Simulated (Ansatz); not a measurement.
# Calculations on C2H2OTe

## 1. Relaxation

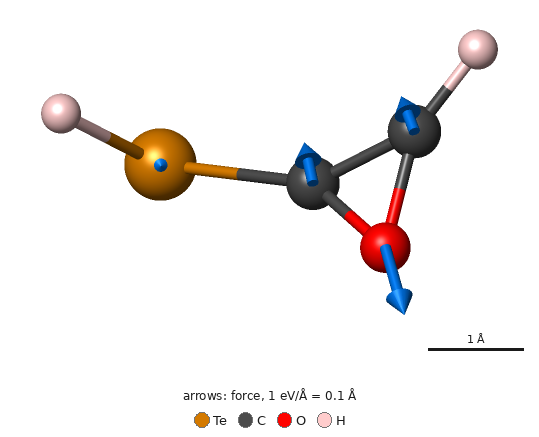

Starting geometry of C₂H₂OTe with the computed forces as blue arrows. A ball-and-stick model, seen at a tilt.

The run prepares an end point of a later path (torsion) calculation, from a guessed geometry.

The calculation used RKS PBE-D4/def2-SVP (Ansatz 0.2.0).

Input
```yaml
crystal:
  periodic: [false, false, false]
  atoms:
    - { symbol: Te, position_ang: [-1.3851, -0.2802, -1.547] }
    - { symbol: C, position_ang: [-0.3308, -0.0337, 0.2297] }
    - { symbol: C, position_ang: [0.7013, -0.3795, 0.9831] }
    - { symbol: O, position_ang: [-0.0848, 0.5634, 1.4584] }
    - { symbol: H, position_ang: [-0.4892, 1.0186, -2.3075] }
    - { symbol: H, position_ang: [1.6306, -0.9526, 1.1371] }
basis:
  gaussian: { orbitals: def2-SVP }
hamiltonian:
  xc: pbe
  dispersion: d4
relax:
  f_tol: 0.015
  max_steps: 40
output:
  orbitals: {}
```

Command:
```bash
ansatz run input.yaml --threads 1 --pin off --max-ram 2048MiB --backend cpu --events-out ev --progress --plain --runs-dir out
```

What follows when this structure is relaxed?

It isn't relaxed: the largest force vector, on O4, is 9.05 eV/Å. The final displacements have little in common with the starting forces (cosine between the two patterns 0.21). C2 moves most after the best rigid fit: 0.87 Å. By element the largest moves are C 0.87 Å, O 0.64 Å, H 0.52 Å, Te 0.23 Å. Some distances before and after: C2–O4 1.388 → 2.310 Å, C2–C3 1.324 → 1.431 Å, Te1–C2 2.081 → 1.988 Å, C3–O4 1.316 → 1.240 Å. Bonds break: C2–O4 (1.39 → 2.31 Å). Among the angles between lasting bonds that change: C2–C3–O4 63.4° → 119.6°, C2–C3–H6 150.7° → 116.7°, Te1–C2–C3 148.2° → 123.4°. Groups turn about C2–C3 by about 100°, Te1–C2 by about 95°. Over 15 geometry steps the energy falls by 47.0 kcal/mol. Largest force component: 6.7 eV/Å at the start, 0.01 eV/Å at the end. The run took 36 s on 1 thread of Arm Neoverse V1, on a shared host, peak memory 0.14 GiB.

## 2. Relaxation

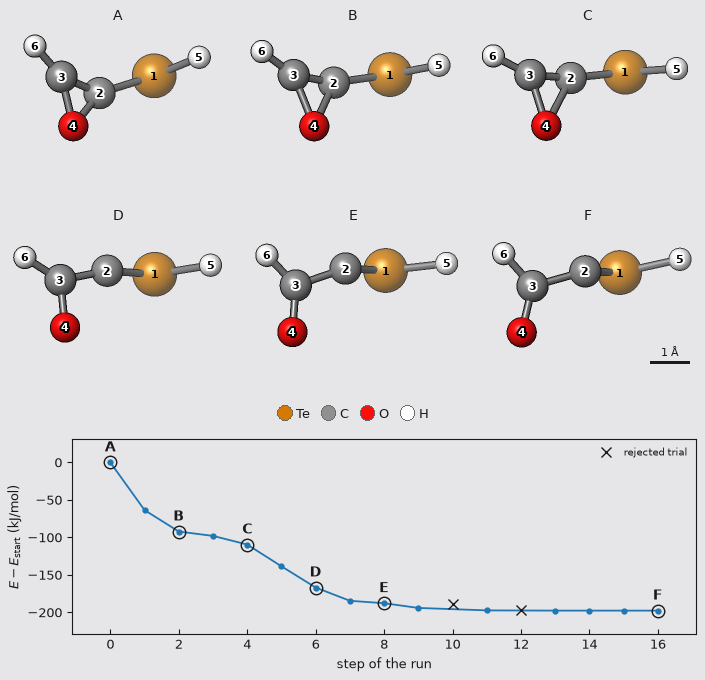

Frames of a relaxation of C₂H₂OTe, marked on the history of the run. A ball-and-stick model, seen at a tilt.

The run prepares an end point of a later path (torsion) calculation, from a guessed geometry.

The calculation used Ansatz 0.2.0, RKS PBE-D4/def2-SVP. (no spin polarisation; force threshold 0.015 eV/Å; at most 40 steps)

**Describe the path.**

The atom that moves furthest after the best rigid fit is C2 (0.86 Å). Largest moves by element: C 0.86 Å, O 0.58 Å, H 0.52 Å, Te 0.25 Å. Some distances before and after: C2–O4 1.388 → 2.309 Å, C2–C3 1.324 → 1.431 Å, Te1–C2 2.081 → 1.989 Å, C3–O4 1.316 → 1.240 Å. Bonds break: C2–O4 (1.39 → 2.31 Å). Among the angles between lasting bonds that change: C2–C3–O4 63.4° → 119.5°, C2–C3–H6 150.7° → 116.8°, Te1–C2–C3 148.2° → 123.4°. Groups turn about C2–C3 by about 100°, Te1–C2 by about 100°. Over 14 accepted moves (16 points after the start) the energy falls by 197.6 kJ/mol. The largest force component goes from 7.4 to 0.0085 eV/Å. The line search rejected the trial steps at points 10, 12 of the run. From step 0 to 2: C2 moves most (0.27 Å), energy −92.1 kJ/mol. From step 2 to 4: H6 moves most (0.17 Å), energy −17.3 kJ/mol. From step 4 to 6: C and O atoms move most (0.28 Å), energy −57.3 kJ/mol. From step 6 to 8: H6 moves most (0.29 Å), energy −20.9 kJ/mol. From step 8 to 16: C2 moves most (0.16 Å), energy −9.87 kJ/mol.

```tsv
step	E − E(0), kJ/mol	largest force component, eV/Å	note
0	0.00	7.3984	
1	-63.57	3.4211	
2	-92.14	0.9240	
3	-97.94	1.2174	
4	-109.46	1.3847	
5	-138.48	0.8687	
6	-166.80	0.9026	
7	-184.46	1.2561	
8	-187.70	1.3737	
9	-193.98	0.9243	
10	-188.90	1.3907	rejected
11	-197.26	0.1365	
12	-196.89	0.2933	rejected
13	-197.54	0.0385	
14	-197.55	0.0302	
15	-197.56	0.0346	
16	-197.57	0.0085
```

## 3. Path

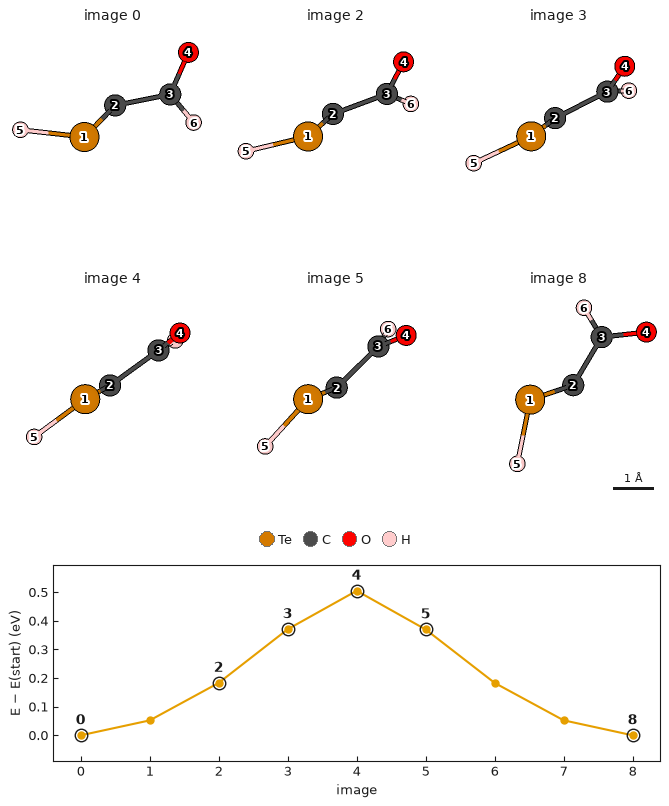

A search for the minimum-energy path of C$_{2}$H$_{2}$OTe by the nudged elastic band. Images are numbered from 0 (start) to 8 (end). The picture is a ball-and-stick view, seen from a free direction.

Level of theory: RKS PBE-D4/def2-SVP (Ansatz 0.2.0). Set-up: 7 movable images; climbing image; force threshold 0.03 eV/Å; iteration limit 60; starting path by image-dependent pair potential.

Q: Read off the barrier and say what moves.

A: The motion is a rotation about the Te1–C2 bond by about 15°, with a turn of about 160° about C2–C3. No bond forms or breaks between the ends. Among the angles between lasting bonds that change up to the highest image: Te1–C2–C3 123.4° → 106.6°, C2–C3–O4 119.6° → 128.7°. The barrier is about 0.51 eV in both directions, with image 4 at the top; the ends have the same energy. The band converged in 13 iterations, with a climbing image at the top. At the top, the vibrational analysis gives one imaginary mode (367i cm⁻¹), as a transition state must have.
